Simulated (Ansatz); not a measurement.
# Calculations on GeH4S and related structures

Part 1: Relaxation

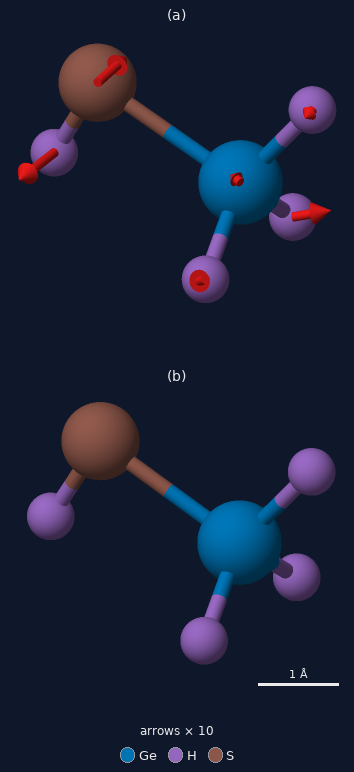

The structure of GeH$_{4}$S before (top) and after (bottom) a relaxation, at one scale. The red arrows give the displacements, magnified 10 times.

A ball-and-stick model, seen at a tilt.

It is one of the separated products of a reaction.

All numbers below come from RKS PBE0-D4/def2-TZVP in Ansatz.

Input file:
```yaml
crystal:
  periodic: [false, false, false]
  atoms:
    - {symbol: Ge, position_ang: [-0.939846, -0.603408, -0.760146]}
    - {symbol: H, position_ang: [-1.445686, -1.441589, -1.944971]}
    - {symbol: H, position_ang: [-0.819637, -1.463264, 0.500304]}
    - {symbol: H, position_ang: [-1.831583, 0.620829, -0.543404]}
    - {symbol: S, position_ang: [1.064482, 0.249335, -1.284883]}
    - {symbol: H, position_ang: [1.705190, -0.930190, -1.242657]}
basis:
  gaussian: {orbitals: def2-TZVP}
hamiltonian: {xc: pbe0, dispersion: d4}
relax: {f_tol: 0.005, max_steps: 200}
```

Command:
```bash
ansatz run in.yaml --threads 4 --pin off --events-out ev --progress --plain --max-ram 9574MiB
```

Question: Summarise the run.

Answer: Over 6 accepted moves (7 points after the start) the energy falls by 0.61 kJ/mol. The largest force component goes from 0.3 to 0.00082 eV/Å. The line search rejected the trial step at point 4 of the run. The forces were under the threshold at step 5, but the run went on from there. The atom that moves furthest after the best rigid fit is H6 (0.098 Å). Largest moves by element: H 0.098 Å, S 0.076 Å, Ge 0.020 Å. Some distances before and after: Ge1–S5 2.241 → 2.224 Å, Ge1–H3 1.531 → 1.536 Å.

Part 2: Relaxation

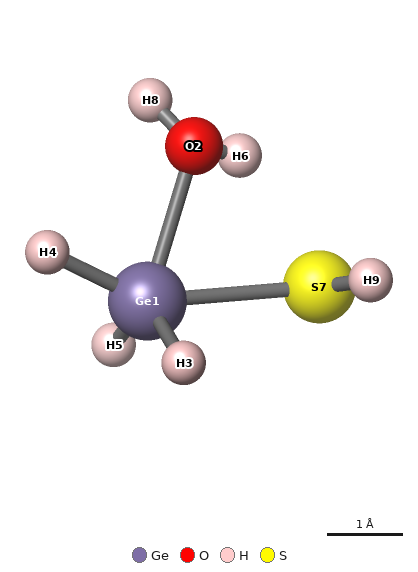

Starting structure of GeH6SO (started from a transition state, displaced along its imaginary mode). Style: ball-and-stick. Shown face on.

Theory: RKS PBE0-D4/def2-TZVP (Ansatz 0.2.0).

Input file:
```yaml
crystal:
  periodic: [false, false, false]
  atoms:
    - {symbol: Ge, position_ang: [-0.865018, -0.397415, -0.256906]}
    - {symbol: O, position_ang: [0.593722, 0.306478, 1.209352]}
    - {symbol: H, position_ang: [-0.570661, -1.762700, -0.857942]}
    - {symbol: H, position_ang: [-1.671840, -0.744103, 1.079436]}
    - {symbol: H, position_ang: [-1.771283, 0.645045, -0.911856]}
    - {symbol: H, position_ang: [0.995204, 0.725393, 0.685545]}
    - {symbol: S, position_ang: [1.085255, 0.676807, -1.453312]}
    - {symbol: H, position_ang: [0.253637, 0.904546, 1.883721]}
    - {symbol: H, position_ang: [1.950984, -0.354150, -1.378038]}
basis:
  gaussian: {orbitals: def2-TZVP}
hamiltonian: {xc: pbe0, dispersion: d4}
relax: {f_tol: 0.005, max_steps: 200}
```

Command:
```bash
ansatz run in.yaml --threads 4 --pin off --events-out ev --progress --plain --max-ram 9574MiB
```

> Where does the relaxation end?

After 49 accepted moves (62 points after the start) the energy has fallen by 2.741 eV. The largest force component goes from 13 to 0.0025 eV/Å. The line search rejected the trial steps at points 9, 12, 14, 17, 25, 27, 31, 35 and more of the run. The largest move after the best rigid fit is that of H3, 1.33 Å. Largest moves by element: H 1.33 Å, O 1.01 Å, Ge 0.56 Å, S 0.44 Å. Some distances before and after: Ge1–O2 2.185 → 3.472 Å, Ge1–S7 2.528 → 2.241 Å, O2–H6 0.782 → 0.966 Å, Ge1–H4 1.599 → 1.531 Å. Bonds break, among them: Ge1–O2 (2.18 → 3.47 Å). Bond angles that change, for instance: H4–Ge1–S7 151.3° → 109.7°, H5–Ge1–S7 88.0° → 104.5°, H3–Ge1–S7 92.6° → 108.8°. Groups turn about Ge1–S7 by about 35°.

The structure at the end:

```xyz
9

Ge   -0.9096   -0.6729   -0.7383
O     0.5403    0.9958    1.9388
H    -1.3748   -1.5703   -1.8960
H    -0.7420   -1.4881    0.5462
H    -1.8625    0.5098   -0.5536
H     0.9925    0.9017    1.0900
S     1.0468    0.2658   -1.2960
H     0.5619    1.9355    2.1312
H     1.7474   -0.8775   -1.2221
```

After the run, drawn alike:

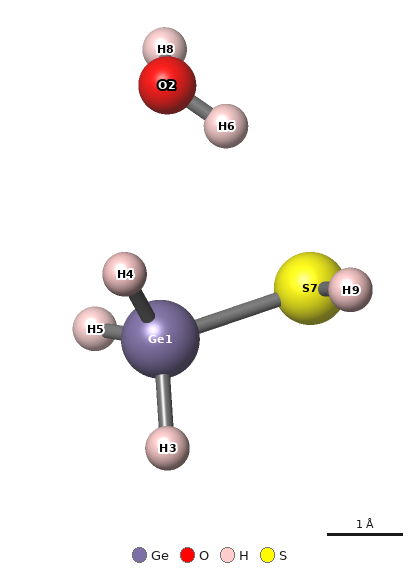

Part 3: Reaction

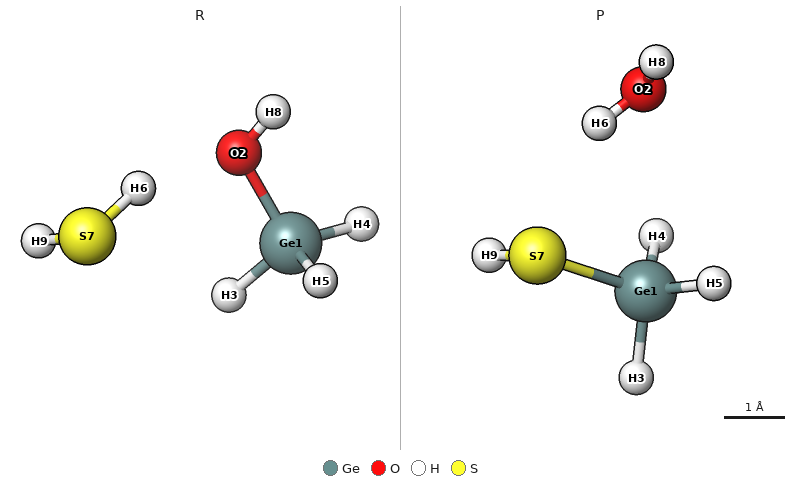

Reactant (R) and product (P) of one elementary step of GeH$_{6}$SO. Style: ball-and-stick. Shown at a tilt.

Stationary points at PBE0-D4/def2-TZVP, single-point energies with CCSD(T)/CBS, wB97X-V, wB97M-V (def2-TZVPP where no basis is named; Ansatz 0.2.0). The energies are electronic, without zero-point or thermal terms, and both ends are the minima reached downhill from the saddle, with any fragments still in contact. CCSD(T)/CBS stands for a frozen-core estimate: MP2 correlation extrapolated from def2-TZVPP and def2-QZVPP, CCSD(T) minus MP2 from the smaller set.

R:
```xyz
9

Ge   -1.2803   -0.4867    0.3078
O     0.1505    0.1642    1.1712
H    -0.7111   -1.5906   -0.5838
H    -2.2716   -1.0405    1.3480
H    -1.9404    0.6342   -0.5125
H     1.4968    0.7553   -0.3710
S     1.9806    0.9665   -1.6124
H    -0.0833    0.7878    1.8622
H     2.6589   -0.1903   -1.6097
```

P:
```xyz
9

Ge   -0.9078   -0.6788   -0.7351
O     0.5376    1.0065    1.9340
H    -1.3706   -1.5830   -1.8886
H    -0.7379   -1.4875    0.5532
H    -1.8639    0.5021   -0.5560
H     0.9901    0.9095    1.0857
S     1.0461    0.2626   -1.2973
H     0.5566    1.9471    2.1220
H     1.7498   -0.8785   -1.2180
```

Predict the saddle point between them and the barrier.

Answer. Counted by bonded pieces, R holds GeH₄O + H₂S and P holds GeH₄S + H₂O. From R over the saddle to P, bonds form: Ge1–S7 (4.05 → 2.72 → 2.24 Å), O2–H6 (2.13 → 1.08 → 0.97 Å). Bonds break: Ge1–O2 (1.79 → 1.98 → 3.47 Å), H6–S7 (1.35 → 1.82 → 2.47 Å). The saddle has one imaginary mode, 282i cm⁻¹. With CCSD(T)/CBS the barrier is 114.8 kJ/mol from R and 143.5 kJ/mol from P, and P lies 28.7 kJ/mol below R.

```
      level  barrier from R (kJ/mol)  barrier from P (kJ/mol)  P less R (kJ/mol)
CCSD(T)/CBS                    114.8                    143.5              −28.7
    wB97X-V                    113.9                    137.8              −23.8
    wB97M-V                    106.3                    133.3              −27.0
```

Against CCSD(T)/CBS, wB97X-V comes closest on the barrier from R (−0.8 kJ/mol) and wB97M-V misses most (−8.5 kJ/mol).

Saddle geometry:

```xyz
9

Ge   -0.8987   -0.3982   -0.1044
O     0.4755    0.2534    1.1693
H    -0.5301   -1.7123   -0.7891
H    -1.7686   -0.7723    1.1376
H    -1.7019    0.6619   -0.8625
H     1.0539    0.7218    0.3914
S     1.1931    0.7382   -1.4191
H     0.1733    0.8398    1.8751
H     2.0034   -0.3325   -1.3983
```

The saddle point in the same view, with dashed sticks for the bonds that form or break:

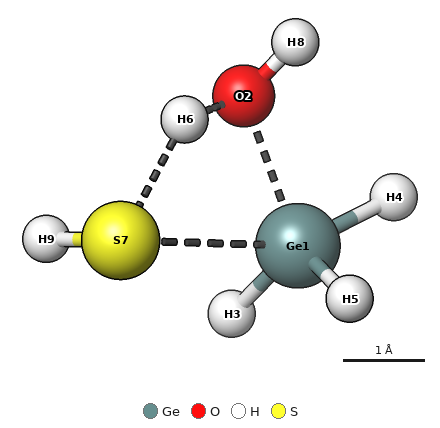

Part 4: Path

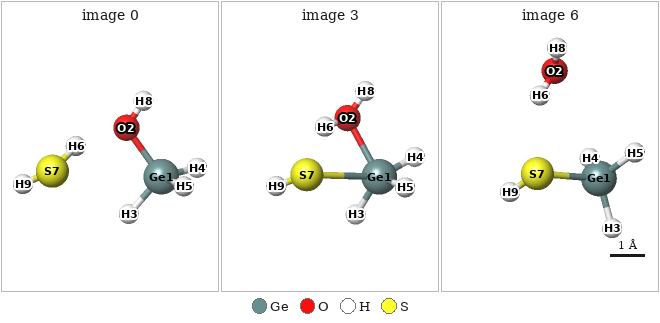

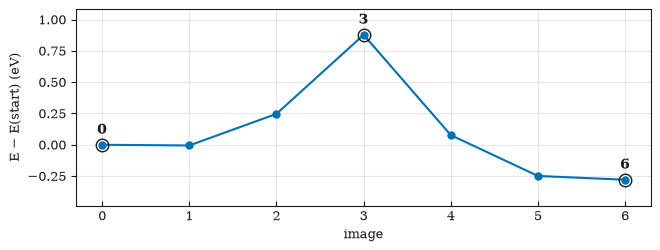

NEB run on GeH$_{6}$SO. Images are numbered from 0 (start) to 6 (end). The picture is a ball-and-stick view, seen at a tilt.

All numbers below come from RKS PBE0-D4/def2-SVP in Ansatz. Set-up: 5 movable images; climbing image.

### What happens along the path, and what is the barrier?

Breaking: Ge1–O2 (1.79 → 1.99 at the top → 3.47 Å), H6–S7 (1.35 → 1.80 at the top → 2.47 Å). Forming: Ge1–S7 (4.05 → 2.73 at the top → 2.24 Å), O2–H6 (2.13 → 1.09 at the top → 0.97 Å). The energy climbs by 0.88 eV to image 3 and then falls by 1.16 eV, so the end point sits at −0.28 eV. The band converged in 18 iterations. The largest component of the band force went from 3.6 to 0.038 eV/Å. The climbing image converged on the top of the path. Its curvatures weren't checked. The largest force component is 0.22 eV/Å at the start and 0.29 eV/Å at the end; an end with forces this large is no minimum, and the barrier measured from it can be far off.

The run took 2.6 min on 4 threads of Arm Neoverse V1, with other jobs on the host.
